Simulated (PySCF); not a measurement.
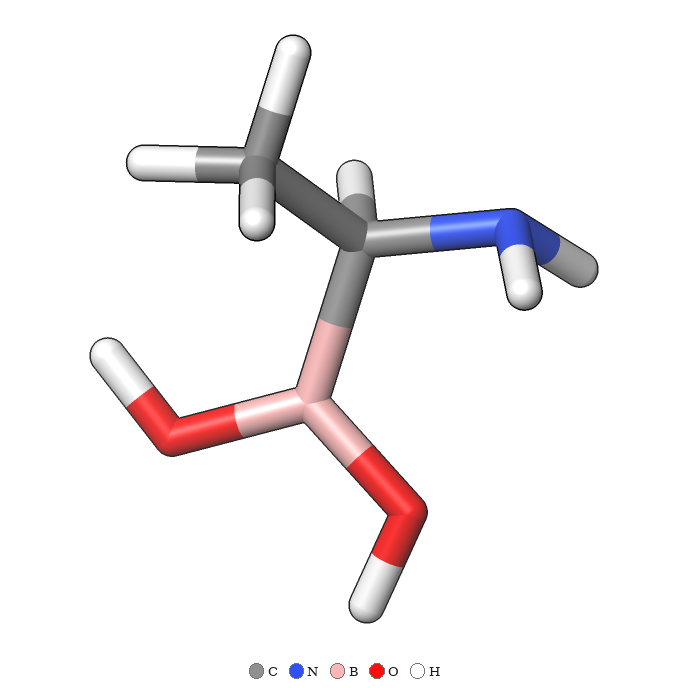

A stick model of a molecule. Every bond is drawn as one stick, whatever its order.

The computed structure is the end point of a PBE0-D3(BJ)/def2-SVP optimisation. No frequency run is at hand to confirm it as a minimum.

Identify the structure.

It has 14 atoms: 2 carbon, 8 hydrogen, 1 boron, 1 nitrogen and 2 oxygen (C₂H₈BNO₂). As SMILES it reads `C[C@@H](N)B(O)O`. It has no ring. Among its groups: primary amine. This geometry has C1 symmetry. Coordination: 2 C tetrahedral; 1 N trigonal pyramidal; 1 B trigonal planar; 2 O bent.

More results for the same structure follow; atom numbers are the same in all pictures, views and colours differ.

**Shape**

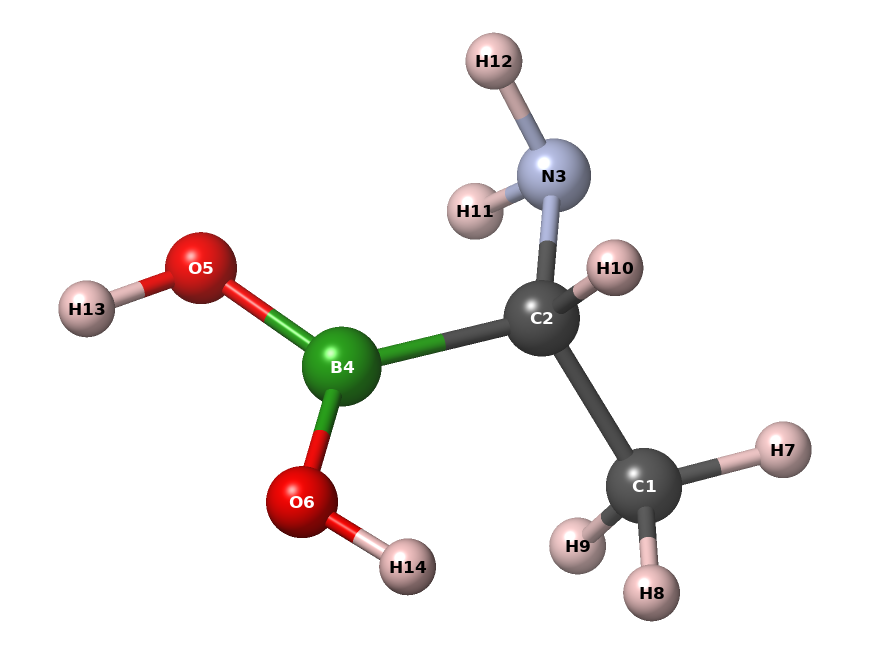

No frequency run is at hand to confirm it as a minimum.

Estimate the angles C1–C2–B4, C1–C2–H10, C2–C1–H7, C2–C1–H9, C2–N3–H11, C2–B4–O5, C2–B4–O6, N3–C2–H10, B4–C2–H10, B4–O5–H13, B4–O6–H14, O5–B4–O6.

| angle | degrees |
| --- | --- |
| C1–C2–B4 | 111.8 |
| C1–C2–H10 | 106.7 |
| C2–C1–H7 | 110.3 |
| C2–C1–H9 | 111.0 |
| C2–N3–H11 | 108.6 |
| C2–B4–O5 | 118.7 |
| C2–B4–O6 | 123.8 |
| N3–C2–H10 | 106.6 |
| B4–C2–H10 | 106.6 |
| B4–O5–H13 | 111.5 |
| B4–O6–H14 | 113.0 |
| O5–B4–O6 | 117.6 |

**Core levels**

No frequency run is at hand to confirm it as a minimum. Method: delta-SCF UKS SCAN, def2-TZVP on the ionised atom, pcseg-1 elsewhere, spin-free X2C (PySCF 2.14.0).

Give the core-electron binding energies (to vacuum) of C1 1s, C2 1s, N3 1s, B4 1s, O5 1s.

```tsv
atom	level	binding energy (eV)
C1	1s	291.0
C2	1s	291.2
N3	1s	405.1
B4	1s	197.4
O5	1s	539.7
```

**Electronic properties**

No frequency run is at hand to confirm it as a minimum. Level of theory: B3LYP/6-31G*, gas phase (PySCF 2.14.0).

Predict the main results.

- dipole moment: 1.86 D
- HOMO energy (Kohn–Sham orbital): −5.81 eV
- LUMO energy (Kohn–Sham orbital): 1.41 eV
- HOMO–LUMO gap: 7.22 eV

**Quadrupole coupling**

No frequency run is at hand to confirm it as a minimum. Electric field gradients from the ground-state density, B3LYP/6-31G* (PySCF 2.14.0), non-relativistic apart from any core potentials.

Give the largest field-gradient component, the quadrupole coupling constant and the asymmetry for 14N at N3 (Q = 20.44 mb), 11B at B4 (Q = 40.59 mb), 17O at O5 (Q = −25.6 mb), 17O at O6 (Q = −25.6 mb), 2H at H7 (Q = 2.86 mb), 2H at H8 (Q = 2.86 mb), 2H at H9 (Q = 2.86 mb), 2H at H10 (Q = 2.86 mb).

```
atom  V_zz (a.u.)  e²qQ/h (MHz)     η
  N3       −1.006         −4.83  0.13
  B4        0.326          3.11  0.52
  O5        1.284         −7.72  0.19
  O6        1.297         −7.80  0.28
  H7        0.280         0.188  0.01
  H8        0.281         0.189  0.04
  H9        0.276         0.186  0.03
 H10        0.262         0.176  0.05
```

**Spin–spin coupling**

No frequency run is at hand to confirm it as a minimum. Properties computed with B3LYP/6-31G* indirect spin-spin coupling, non-relativistic, gas phase (PySCF 2.14.0). Isotopes: 11B, 13C, 1H, 15N, 17O.

Give the spin–spin coupling constants of these pairs, with the number of bonds between them: C2/N3, B4/H13, N3/H7, B4/H11, B4/H7.

```csv
pair,bonds apart,J (Hz)
"C2, N3",1,−9.6
"B4, H13",2,−5.0
"N3, H7",3,−1.0
"B4, H11",3,1.9
"B4, H7",3,7.0
```
